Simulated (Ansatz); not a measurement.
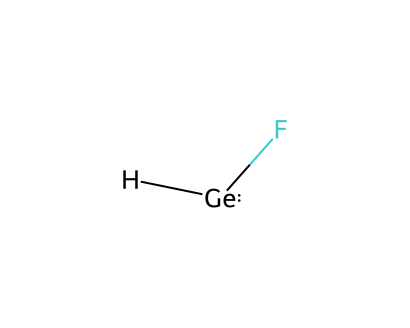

2D structure.

> Write the SMILES.

[F][GeH]

> Give the formula, hydrogens included.

FGeH.

> An optimisation with PBE0-D4/def2-TZVP gave a structure of which point group?

Cs.

The parts below concern this one geometry. Atoms keep their numbers from picture to picture. The geometry was computed by an optimisation with PBE0-D4/def2-TZVP.

## Vibrations

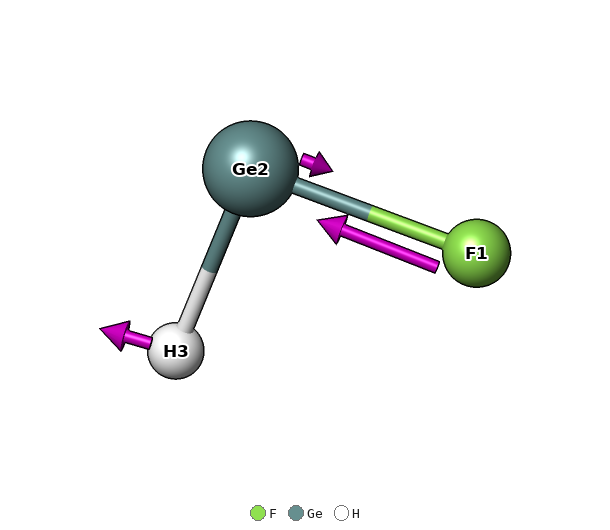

The arrows show one normal mode. Harmonic vibrations computed with RKS PBE0-D4/def2-TZVP (Ansatz 0.2.0) at a stationary point of the same level.

> What kind of motion is it?

Mostly Ge–F stretching.

> Estimate its harmonic wavenumber.

668 cm⁻¹; it is mode 1 of 3 counted from the lowest.

## Electronic properties

Properties computed with RKS PBE-D4/def2-TZVPP (Ansatz 0.2.0).

What does the calculation give?

- dipole moment: 1.71 D
- HOMO energy (Kohn–Sham orbital): −6.07 eV
- LUMO energy (Kohn–Sham orbital): −3.65 eV
- HOMO–LUMO gap: 2.42 eV
- vertical ionisation energy: 9.69 eV

## Charges

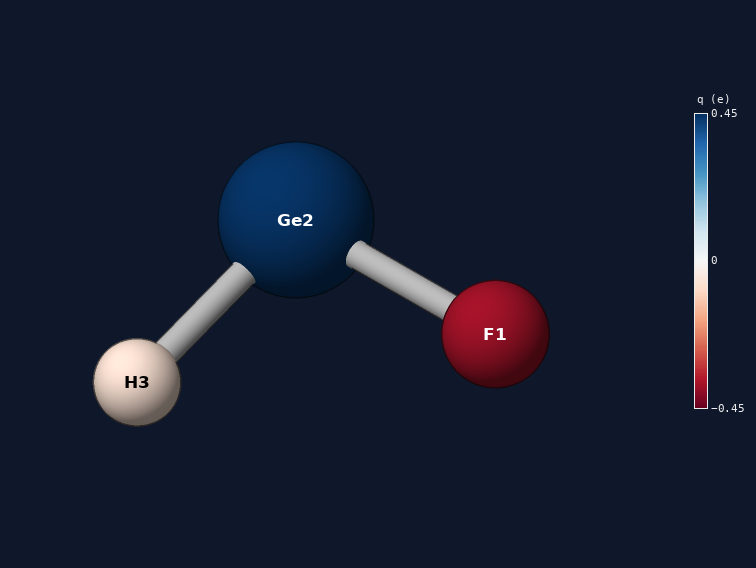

Atoms are coloured by their Mulliken charges. Properties computed with RKS ωB97M-V/def2-TZVPP (Ansatz 0.2.0).

Give the Mulliken charges atom by atom.

```tsv
atom	value (e)
F1	−0.38
Ge2	0.44
H3	−0.06
```

Mulliken values depend strongly on the basis set and can even reverse the polarity of a bond.
